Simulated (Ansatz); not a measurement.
AlN3H8: geometry relaxation (part 1 of 2)

AlN3H8, computed with RKS PBE0-D4/def2-TZVP (Ansatz 0.2.0).

The geometry is a transition state displaced along its imaginary mode. The reaction was set up to form Al1–N6 and H2–H5 and to break Al1–H2 and H5–N6 (atoms counted from 1 in the order of the input); sticks are drawn by distance alone. Figures and captions count atoms from 1; the log counts them from 0 in places.

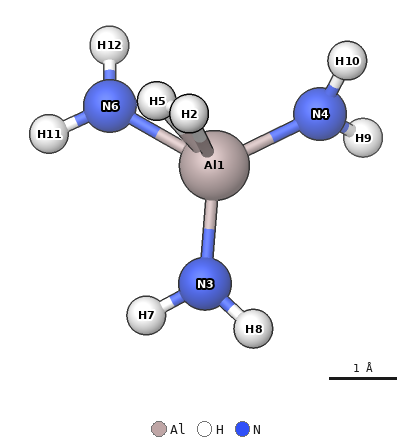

Fig. 1: The input geometry (ball-and-stick view, seen at a tilt; atoms are numbered from 1 in the order of the input). Sticks mark near contacts.

## Summary

- outcome: converged
- total energy: −11193.6743 eV
- mean-field energy: −11193.5186 eV
- dispersion energy: −0.1558 eV
- SCF solution under orbital rotations: stable
- largest force (length of the vector) at the end: 0.003 eV/Å
- dipole moment: 0.32 D
- hardware: 4 threads of Arm Neoverse V1, 23 GiB of memory available, shared host
- wall time: 76 s (CPU time 4.7 min)
- peak memory: 0.41 GiB

## The input
```yaml
crystal:
  periodic: [false, false, false]
  atoms:
    - {symbol: Al, position_ang: [-0.102173, 0.127782, 0.062484]}
    - {symbol: H, position_ang: [0.853024, -1.234880, 1.067684]}
    - {symbol: N, position_ang: [0.550549, 1.758573, 0.323737]}
    - {symbol: N, position_ang: [-1.772174, -0.256895, 0.572535]}
    - {symbol: H, position_ang: [0.967809, -1.336059, 0.413636]}
    - {symbol: N, position_ang: [0.727111, -0.823365, -1.257087]}
    - {symbol: H, position_ang: [1.333714, 2.120317, -0.195871]}
    - {symbol: H, position_ang: [0.274141, 2.422578, 1.027852]}
    - {symbol: H, position_ang: [-2.534233, 0.397998, 0.467573]}
    - {symbol: H, position_ang: [-2.110444, -1.097146, 1.013451]}
    - {symbol: H, position_ang: [1.584339, -0.561178, -1.707556]}
    - {symbol: H, position_ang: [0.228435, -1.517924, -1.788339]}
basis:
  gaussian: {orbitals: def2-TZVP}
hamiltonian: {xc: pbe0, dispersion: d4}
relax: {f_tol: 0.005, max_steps: 200}
```

Launched with:
```bash
ansatz run in.yaml --threads 4 --pin off --events-out ev --progress --plain --max-ram 9574MiB
```

## Log
```
Functional definition: PBE0
  name "PBE0"
  cite "Adamo & Barone, J. Chem. Phys. 110, 6158 (1999) doi:10.1063/1.478522"
  cite "Perdew, Burke & Ernzerhof, Phys. Rev. Lett. 77, 3865 (1996) doi:10.1103/PhysRevLett.77.3865"
  parent pbe
  parameter a = 0.25
  parameter kappa = 0.804
  parameter beta = 0.06672455060314922
  exchange = (1 - a)*pbe_x(kappa = kappa, mu = beta*pi^2/3) + a*exact_x
  correlation = pbe_c(beta = beta)
1096 factors; their error is unknown
mean field evaluation 1: about -11173.3910 eV, gradient 1.0e2 eV
mean field evaluation 2: about -11147.9609 eV, gradient 1.4e2 eV
mean field evaluation 4: about -11192.5873 eV, gradient 1.7e0 eV
mean field evaluation 8: about -11192.5971 eV, gradient 2.1e-2 eV
mean field evaluation 16: about -11192.6126 eV, gradient 7.8e-5 eV
mean field -11192.61260166 eV, -411.3209264857 hartree, gradient 1.2e-5 eV, S^2 0.000000; 0 other end points of the search recorded, 0 dependent functions left out
the calculation of the forces begins
reference -11192.61263625 eV, -411.3209277569 hartree; 21, 21 occupied and 157, 157 virtual orbitals, 1096 factors
relax step   1: F+E_penalty+E_count = -11192.78495144 eV  Δ(F+E_penalty+E_count) = +0.000e0 eV  max|allowed force component| = 5.486e0 eV/Å  Δτ_max = 0.0000 Å  (28 SCF iters, accepted)
these checks for a lower state are left out or cut short: starts, cluster_reference, orbital_swaps, neighbouring_geometries, increment
1096 factors; their error is unknown
mean field -11193.12852163 eV, -411.3398861947 hartree, gradient 1.1e-5 eV, S^2 0.000000; 0 other end points of the search recorded, 0 dependent functions left out
[... from here on the field's lines of each further geometry are left out, up to the last ...]
relax step   2: F+E_penalty+E_count = -11193.30051600 eV  Δ(F+E_penalty+E_count) = -5.156e-1 eV  max|allowed force component| = 7.379e-1 eV/Å  Δτ_max = 0.1946 Å  (30 SCF iters, accepted)
relax step   3: F+E_penalty+E_count = -11193.47554365 eV  Δ(F+E_penalty+E_count) = -1.750e-1 eV  max|allowed force component| = 9.784e-1 eV/Å  Δτ_max = 0.1944 Å  (30 SCF iters, accepted)
relax step   4: F+E_penalty+E_count = -11193.56135515 eV  Δ(F+E_penalty+E_count) = -8.581e-2 eV  max|allowed force component| = 6.165e-1 eV/Å  Δτ_max = 0.1999 Å  (29 SCF iters, accepted)
relax step   5: F+E_penalty+E_count = -11193.60065472 eV  Δ(F+E_penalty+E_count) = -3.930e-2 eV  max|allowed force component| = 3.197e-1 eV/Å  Δτ_max = 0.1858 Å  (28 SCF iters, accepted)
relax step   6: F+E_penalty+E_count = -11193.63798788 eV  Δ(F+E_penalty+E_count) = -3.733e-2 eV  max|allowed force component| = 3.735e-1 eV/Å  Δτ_max = 0.1954 Å  (28 SCF iters, accepted)
relax step   7: F+E_penalty+E_count = -11193.65758082 eV  Δ(F+E_penalty+E_count) = -1.959e-2 eV  max|allowed force component| = 1.422e-1 eV/Å  Δτ_max = 0.1999 Å  (28 SCF iters, accepted)
relax step   8: F+E_penalty+E_count = -11193.66016566 eV  Δ(F+E_penalty+E_count) = -2.585e-3 eV  max|allowed force component| = 7.259e-2 eV/Å  Δτ_max = 0.0636 Å  (29 SCF iters, accepted)
relax step   9: F+E_penalty+E_count = -11193.66463693 eV  Δ(F+E_penalty+E_count) = -4.471e-3 eV  max|allowed force component| = 1.101e-1 eV/Å  Δτ_max = 0.1950 Å  (29 SCF iters, accepted)
relax step  10: F+E_penalty+E_count = -11193.66564072 eV  Δ(F+E_penalty+E_count) = -1.004e-3 eV  max|allowed force component| = 6.446e-2 eV/Å  Δτ_max = 0.0893 Å  (30 SCF iters, accepted)
relax step  11: F+E_penalty+E_count = -11193.66621936 eV  Δ(F+E_penalty+E_count) = -5.786e-4 eV  max|allowed force component| = 1.105e-1 eV/Å  Δτ_max = 0.0900 Å  (30 SCF iters, accepted)
relax step  12: F+E_penalty+E_count = -11193.66664529 eV  Δ(F+E_penalty+E_count) = -4.259e-4 eV  max|allowed force component| = 1.339e-1 eV/Å  Δτ_max = 0.0557 Å  (30 SCF iters, accepted)
relax step  13: F+E_penalty+E_count = -11193.66721162 eV  Δ(F+E_penalty+E_count) = -5.663e-4 eV  max|allowed force component| = 1.038e-1 eV/Å  Δτ_max = 0.0511 Å  (30 SCF iters, accepted)
relax step  14: F+E_penalty+E_count = -11193.66797777 eV  Δ(F+E_penalty+E_count) = -7.662e-4 eV  max|allowed force component| = 1.290e-1 eV/Å  Δτ_max = 0.1225 Å  (29 SCF iters, accepted)
relax step  15: F+E_penalty+E_count = -11193.66719361 eV  Δ(F+E_penalty+E_count) = +7.842e-4 eV  max|allowed force component| = 3.451e-1 eV/Å  Δτ_max = 0.1336 Å  (30 SCF iters, rejected (line search))
relax step  16: F+E_penalty+E_count = -11193.66863241 eV  Δ(F+E_penalty+E_count) = -6.546e-4 eV  max|allowed force component| = 9.379e-2 eV/Å  Δτ_max = 0.0656 Å  (29 SCF iters, accepted)
relax step  17: F+E_penalty+E_count = -11193.66918253 eV  Δ(F+E_penalty+E_count) = -5.501e-4 eV  max|allowed force component| = 1.433e-1 eV/Å  Δτ_max = 0.0977 Å  (29 SCF iters, accepted)
relax step  18: F+E_penalty+E_count = -11193.66959317 eV  Δ(F+E_penalty+E_count) = -4.106e-4 eV  max|allowed force component| = 1.467e-1 eV/Å  Δτ_max = 0.0627 Å  (29 SCF iters, accepted)
relax step  19: F+E_penalty+E_count = -11193.67020330 eV  Δ(F+E_penalty+E_count) = -6.101e-4 eV  max|allowed force component| = 1.325e-1 eV/Å  Δτ_max = 0.0695 Å  (29 SCF iters, accepted)
relax step  20: F+E_penalty+E_count = -11193.67136333 eV  Δ(F+E_penalty+E_count) = -1.160e-3 eV  max|allowed force component| = 1.543e-1 eV/Å  Δτ_max = 0.1914 Å  (28 SCF iters, accepted)
relax step  21: F+E_penalty+E_count = -11193.67170065 eV  Δ(F+E_penalty+E_count) = -3.373e-4 eV  max|allowed force component| = 1.831e-1 eV/Å  Δτ_max = 0.0846 Å  (29 SCF iters, accepted)
relax step  22: F+E_penalty+E_count = -11193.67229083 eV  Δ(F+E_penalty+E_count) = -5.902e-4 eV  max|allowed force component| = 8.060e-2 eV/Å  Δτ_max = 0.0062 Å  (30 SCF iters, accepted)
relax step  23: F+E_penalty+E_count = -11193.67266699 eV  Δ(F+E_penalty+E_count) = -3.762e-4 eV  max|allowed force component| = 1.300e-2 eV/Å  Δτ_max = 0.0261 Å  (31 SCF iters, accepted)
relax step  24: F+E_penalty+E_count = -11193.67314030 eV  Δ(F+E_penalty+E_count) = -4.733e-4 eV  max|allowed force component| = 1.368e-2 eV/Å  Δτ_max = 0.0811 Å  (28 SCF iters, accepted)
relax step  25: F+E_penalty+E_count = -11193.67353243 eV  Δ(F+E_penalty+E_count) = -3.921e-4 eV  max|allowed force component| = 1.204e-1 eV/Å  Δτ_max = 0.1936 Å  (28 SCF iters, accepted)
relax step  26: F+E_penalty+E_count = -11193.67400362 eV  Δ(F+E_penalty+E_count) = -4.712e-4 eV  max|allowed force component| = 3.528e-2 eV/Å  Δτ_max = 0.0236 Å  (30 SCF iters, accepted)
relax step  27: F+E_penalty+E_count = -11193.67416314 eV  Δ(F+E_penalty+E_count) = -1.595e-4 eV  max|allowed force component| = 2.684e-2 eV/Å  Δτ_max = 0.0562 Å  (29 SCF iters, accepted)
relax step  28: F+E_penalty+E_count = -11193.67425527 eV  Δ(F+E_penalty+E_count) = -9.213e-5 eV  max|allowed force component| = 1.115e-2 eV/Å  Δτ_max = 0.0557 Å  (29 SCF iters, accepted)
relax step  29: F+E_penalty+E_count = -11193.67428073 eV  Δ(F+E_penalty+E_count) = -2.546e-5 eV  max|allowed force component| = 4.574e-3 eV/Å  Δτ_max = 0.0264 Å  (30 SCF iters, accepted)
relax step  30: F+E_penalty+E_count = -11193.67429187 eV  Δ(F+E_penalty+E_count) = -1.115e-5 eV  max|allowed force component| = 4.041e-3 eV/Å  Δτ_max = 0.0143 Å  (30 SCF iters, accepted)
relax step  31: F+E_penalty+E_count = -11193.67430136 eV  Δ(F+E_penalty+E_count) = -9.487e-6 eV  max|allowed force component| = 3.407e-3 eV/Å  Δτ_max = 0.0096 Å  (30 SCF iters, accepted)
the calculation of the forces begins
reference -11193.51857967 eV, -411.3542205636 hartree; 21, 21 occupied and 157, 157 virtual orbitals, 1096 factors
relax step  32: F+E_penalty+E_count = -11193.67430668 eV  Δ(F+E_penalty+E_count) = -5.316e-6 eV  max|allowed force component| = 2.505e-3 eV/Å  Δτ_max = 0.0090 Å  (31 SCF iters, accepted)
```

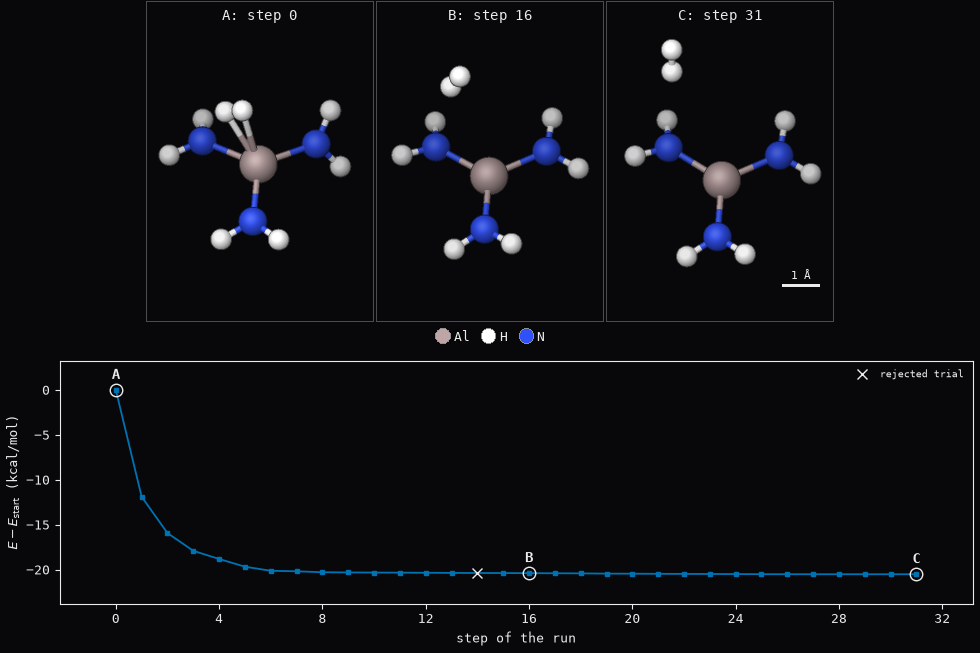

Fig. 2: Frames of the relaxation (ball-and-stick view, seen at a tilt) above the curves, on which the letters mark them (the first geometry is step 0 here and step 1 in the log).

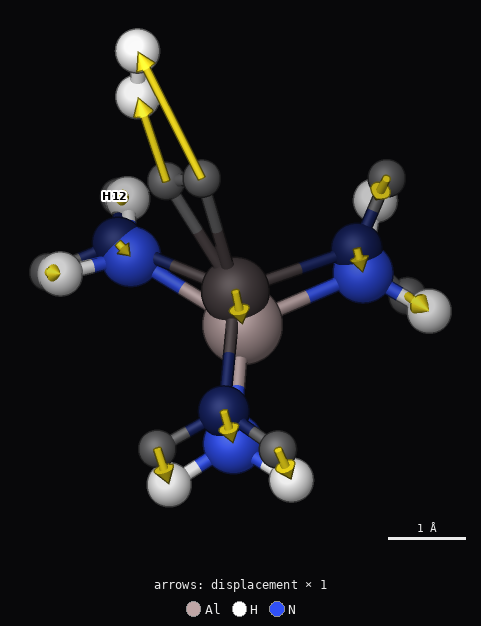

Fig. 3: Start (faint) and end (solid) with the displacements as yellow arrows, at true length (ball-and-stick view, seen at a tilt). The two geometries are laid on each other by the best rigid fit. The largest move after the best rigid fit is that of H2, 1.91 Å. By element the largest moves are H 1.91 Å, Al 0.53 Å, N 0.51 Å. Distances before and after: Al1–H2 1.944 → 4.265 Å, Al1–H5 1.847 → 3.576 Å, H2–H5 0.672 → 0.749 Å, Al1–N6 1.826 → 1.773 Å. Among the angles that change: N3–Al1–N6 114.7° → 120.0°, Al1–N6–H12 121.1° → 124.8°, Al1–N4–H10 128.2° → 124.8°. After 31 geometry steps the energy has fallen by 20.5 kcal/mol. Largest force component: 5.5 eV/Å at the start, 0.0025 eV/Å at the end. The line search rejected the trial step at point 14 (counted from 0) and went back. (Atoms are counted from 1 in the order of the input.)

```
1096 factors; their error is unknown
mean field -11193.51854214 eV, -411.3542191841 hartree, gradient 5.0e-5 eV, S^2 0.000000; 1 other end points of the search recorded, 0 dependent functions left out
the calculation of the forces begins
reference -11193.51857967 eV, -411.3542205636 hartree; 21, 21 occupied and 157, 157 virtual orbitals, 1096 factors
Total energy: -11193.67434421 eV, -411.3599448049 hartree
Atom 0 at    -0.313696     0.519763    -0.243973 Å, force    -0.000427     0.000544     0.001064 eV/Å
Atom 1 at     1.666196    -2.833755     1.495626 Å, force    -0.000014    -0.001893     0.002344 eV/Å
Atom 2 at     0.286069     2.170761    -0.024939 Å, force     0.000214    -0.002074    -0.001263 eV/Å
Atom 3 at    -1.896577     0.051239     0.394466 Å, force     0.002074     0.001185    -0.000131 eV/Å
Atom 4 at     1.454222    -2.339466     0.974567 Å, force    -0.000084     0.002098    -0.002505 eV/Å
Atom 5 at     0.677694    -0.678373    -1.094991 Å, force     0.000804     0.000116    -0.000562 eV/Å
Atom 6 at     1.073108     2.566974    -0.510069 Å, force    -0.000499     0.001105     0.000887 eV/Å
Atom 7 at    -0.108218     2.849053     0.604521 Å, force    -0.000008    -0.000022    -0.000329 eV/Å
Atom 8 at    -2.596831     0.690556     0.729907 Å, force    -0.000738    -0.000933     0.000103 eV/Å
Atom 9 at    -2.219384    -0.896492     0.491520 Å, force    -0.000640     0.000023     0.000058 eV/Å
Atom 10 at     1.642122    -0.551241    -1.351732 Å, force    -0.000252    -0.000665     0.000124 eV/Å
Atom 11 at     0.335392    -1.549219    -1.464804 Å, force    -0.000431     0.000515     0.000209 eV/Å
Dipole moment:    -0.024443     0.049592    -0.036647 e Å
```

## Trajectory as extended XYZ (Å, eV, eV/Å), 18 of the 32 frames kept, from step=1 to step=32
```
12
Properties=species:S:1:pos:R:3:forces:R:3 step=1 energy=-11192.78495
Al   -0.1022    0.1278    0.0625   -0.3834   0.3507  -0.9187
H     0.8530   -1.2349    1.0677   -0.7293   0.5066   5.4861
N     0.5505    1.7586    0.3237    0.0667  -0.1074   0.0917
N    -1.7722   -0.2569    0.5725    0.1673  -0.0430   0.0839
H     0.9678   -1.3361    0.4136    0.9967  -1.0491  -3.8705
N     0.7271   -0.8234   -1.2571   -0.4337   0.3494  -0.4105
H     1.3337    2.1203   -0.1959   -0.0051   0.0080  -0.0005
H     0.2741    2.4226    1.0279   -0.0191  -0.0897   0.0177
H    -2.5342    0.3980    0.4676    0.1665  -0.0583   0.0679
H    -2.1104   -1.0971    1.0135    0.0616   0.0377  -0.0857
H     1.5843   -0.5612   -1.7076    0.0695   0.0452  -0.2502
H     0.2284   -1.5179   -1.7883    0.0424   0.0499  -0.2114
12
Properties=species:S:1:pos:R:3:forces:R:3 step=3 energy=-11193.47554
Al   -0.1363    0.1682   -0.1116    0.0191   0.0381  -0.2762
H     0.7786   -1.1791    1.4446    0.2065  -0.2164  -0.6626
N     0.5818    1.7390    0.3018    0.0058  -0.0197  -0.0412
N    -1.7345   -0.2707    0.5421   -0.1331   0.0884   0.0261
H     0.9696   -1.3782    0.7037   -0.0854   0.0450   0.9784
N     0.6837   -0.7867   -1.4005   -0.2547   0.2142   0.1716
H     1.3429    2.1480   -0.2165   -0.0352   0.0217   0.0348
H     0.3100    2.3484    1.0567   -0.0003  -0.1012  -0.0530
H    -2.4991    0.3923    0.5769    0.1878  -0.1995   0.0536
H    -2.0391   -1.1670    0.8927    0.0649   0.1557  -0.1399
H     1.5459   -0.5298   -1.8517   -0.0112  -0.0198  -0.0259
H     0.1966   -1.4845   -1.9381    0.0357  -0.0065  -0.0657
12
Properties=species:S:1:pos:R:3:forces:R:3 step=5 energy=-11193.60066
Al   -0.1687    0.2491   -0.2086   -0.0401  -0.2193  -0.0679
H     0.7837   -1.2961    1.5928    0.1328  -0.1002  -0.1733
N     0.5475    1.8096    0.2250    0.0042  -0.0044   0.0156
N    -1.7068   -0.2513    0.5373   -0.0961   0.0671  -0.0421
H     1.0427   -1.5152    0.9116   -0.0658   0.0462   0.3197
N     0.6363   -0.7636   -1.4407    0.0340   0.1913   0.0021
H     1.3089    2.2389   -0.2736   -0.0226   0.0296   0.0025
H     0.3140    2.3533    1.0397    0.0035  -0.0397  -0.0411
H    -2.4507    0.3997    0.7464    0.1220  -0.1450   0.0228
H    -2.0207   -1.1988    0.6952    0.0797   0.2129  -0.0945
H     1.5596   -0.5885   -1.8121   -0.1747  -0.0379   0.0438
H     0.1543   -1.4373   -2.0129    0.0231  -0.0005   0.0126
```
